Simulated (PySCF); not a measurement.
System: C$_{3}$H$_{9}$FSeSi$_{2}$.

The calculation's input:

```
{"job": {"kind": "uv", "xc": "CAM-B3LYP", "basis": "def2-SVPD", "nstates": 8, "ntriplets": 3}, "charge": 0, "multiplicity": 1}
F     -2.674275     0.707408    -0.499958
C     -1.367916     0.225712    -0.525669
C     -0.456711     1.325187    -0.005706
Si     1.403656     1.008222    -0.305636
Si     1.851356    -1.150685     0.434960
Se     0.017113    -2.363667    -0.247346
C     -1.358900    -1.059919     0.290507
H     -1.168029     0.008198    -1.583932
H     -0.658521     1.464537     1.059096
H     -0.754037     2.253581    -0.498551
H      1.652684     1.177590    -1.743282
H      2.138506     2.050160     0.416202
H      1.956896    -1.335049     1.888435
H      2.961559    -1.868626    -0.184604
H     -1.242330    -0.856578     1.356933
H     -2.308650    -1.577127     0.137139
```

Command:

```sh
OMP_NUM_THREADS=1 python probes_run.py task.json out
```

Geometry: GFN2-xTB.

The calculation used PySCF, CAM-B3LYP/def2-SVPD, SCF density, gas phase.

What will maps of the electron density and electron localisation function show?

C–F (1.39 Å): the density is about 2 e/Å³ at the midpoint, with its minimum of 1.5 e/Å³ about 0.5 Å from C; the ELF peaks at about 0.85 between the atoms, as expected for a polar covalent bond.
C–C (1.52 Å): ρ is about 1.7 e/Å³ halfway; the ELF peaks at about 0.95 between the atoms; a shared electron pair.
C–Si (1.91 Å): ρ is about 0.91 e/Å³ halfway; the ELF peaks at about 0.95 between the atoms, as expected for a covalent bond.

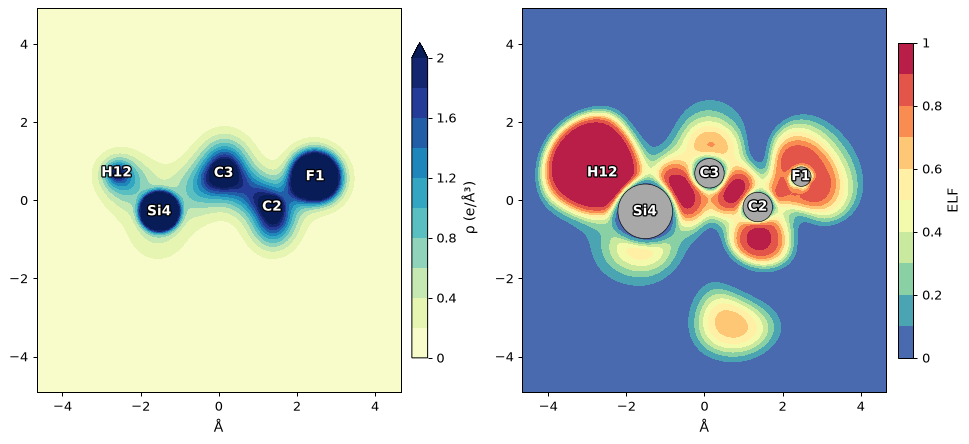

Computed electron density and electron localisation function on the plane of atoms C3, Si4 and H12, in this order. Grey discs cover the atomic cores in the ELF map. 
